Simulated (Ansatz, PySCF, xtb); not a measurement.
Bond stretch in MgH, doublet.

Levels: ROCCSD = CCSD on ROHF/aug-cc-pVDZ, frozen core run with Ansatz (an electronic-structure program); GFN1-xTB (xtb); UKS-B3LYP/3-21G = unrestricted B3LYP/3-21G run with PySCF; UKS-PBE = unrestricted PBE/aug-cc-pVDZ in Ansatz.

Energies are in mEh, each relative to the lowest point of its own curve near equilibrium.

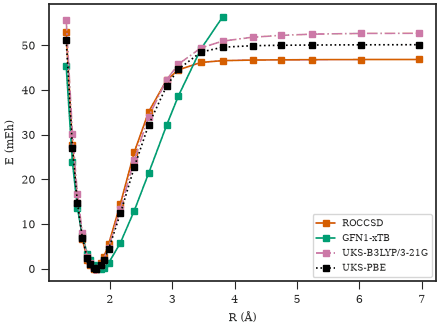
Figure: Energy against bond length for each method.

```json
[
 {"R / Å": "1.30", "ROCCSD": "53.0", "GFN1-xTB": "45.3", "UKS-B3LYP/3-21G": "55.7", "UKS-PBE": "51.2"},
 {"R / Å": "1.40", "ROCCSD": "27.6", "GFN1-xTB": "23.8", "UKS-B3LYP/3-21G": "30.2", "UKS-PBE": "27.0"},
 {"R / Å": "1.48", "ROCCSD": "14.7", "GFN1-xTB": "13.6", "UKS-B3LYP/3-21G": "16.7", "UKS-PBE": "14.7"},
 {"R / Å": "1.56", "ROCCSD": "6.6", "GFN1-xTB": "7.2", "UKS-B3LYP/3-21G": "7.9", "UKS-PBE": "6.9"},
 {"R / Å": "1.64", "ROCCSD": "2.0", "GFN1-xTB": "3.3", "UKS-B3LYP/3-21G": "2.7", "UKS-PBE": "2.3"},
 {"R / Å": "1.68", "ROCCSD": "0.8", "GFN1-xTB": "2.0", "UKS-B3LYP/3-21G": "1.2", "UKS-PBE": "1.0"},
 {"R / Å": "1.74", "ROCCSD": "0.0", "GFN1-xTB": "0.7", "UKS-B3LYP/3-21G": "0.1", "UKS-PBE": "0.1"},
 {"R / Å": "1.77", "ROCCSD": "0.0", "GFN1-xTB": "0.3", "UKS-B3LYP/3-21G": "0.0", "UKS-PBE": "0.0"},
 {"R / Å": "1.85", "ROCCSD": "1.2", "GFN1-xTB": "0.0", "UKS-B3LYP/3-21G": "0.8", "UKS-PBE": "0.8"},
 {"R / Å": "1.90", "ROCCSD": "2.5", "GFN1-xTB": "0.2", "UKS-B3LYP/3-21G": "2.0", "UKS-PBE": "1.9"},
 {"R / Å": "1.98", "ROCCSD": "5.5", "GFN1-xTB": "1.3", "UKS-B3LYP/3-21G": "4.7", "UKS-PBE": "4.4"},
 {"R / Å": "2.17", "ROCCSD": "14.6", "GFN1-xTB": "5.8", "UKS-B3LYP/3-21G": "13.4", "UKS-PBE": "12.4"},
 {"R / Å": "2.39", "ROCCSD": "26.0", "GFN1-xTB": "13.0", "UKS-B3LYP/3-21G": "24.3", "UKS-PBE": "22.7"},
 {"R / Å": "2.62", "ROCCSD": "35.1", "GFN1-xTB": "21.3", "UKS-B3LYP/3-21G": "34.0", "UKS-PBE": "32.2"},
 {"R / Å": "2.91", "ROCCSD": "42.3", "GFN1-xTB": "32.1", "UKS-B3LYP/3-21G": "42.3", "UKS-PBE": "40.9"},
 {"R / Å": "3.10", "ROCCSD": "44.5", "GFN1-xTB": "38.7", "UKS-B3LYP/3-21G": "45.8", "UKS-PBE": "44.7"},
 {"R / Å": "3.46", "ROCCSD": "46.2", "GFN1-xTB": "49.2", "UKS-B3LYP/3-21G": "49.4", "UKS-PBE": "48.5"},
 {"R / Å": "3.81", "ROCCSD": "46.6", "GFN1-xTB": "56.4", "UKS-B3LYP/3-21G": "50.9", "UKS-PBE": "49.6"},
 {"R / Å": "4.29", "ROCCSD": "46.7", "GFN1-xTB": "—", "UKS-B3LYP/3-21G": "51.8", "UKS-PBE": "49.9"},
 {"R / Å": "4.75", "ROCCSD": "46.8", "GFN1-xTB": "—", "UKS-B3LYP/3-21G": "52.2", "UKS-PBE": "50.0"},
 {"R / Å": "5.24", "ROCCSD": "46.8", "GFN1-xTB": "—", "UKS-B3LYP/3-21G": "52.5", "UKS-PBE": "50.1"},
 {"R / Å": "6.03", "ROCCSD": "46.8", "GFN1-xTB": "—", "UKS-B3LYP/3-21G": "52.7", "UKS-PBE": "50.1"},
 {"R / Å": "6.95", "ROCCSD": "46.8", "GFN1-xTB": "—", "UKS-B3LYP/3-21G": "52.7", "UKS-PBE": "50.1"}
]
```

At the longest distance, 6.95 Å, UKS-B3LYP/3-21G lies highest above its minimum (52.7 mEh) and ROCCSD lowest (46.8 mEh).

A dash means that the run gave no value there, or that the column was ended at a point which the program doubted or which failed a test of continuity chosen for this set; such a test can also cut sound points.

The T1 diagnostic of CCSD on the restricted reference of ROCCSD exceeds 0.045 at 1.98 to 3.10 Å.
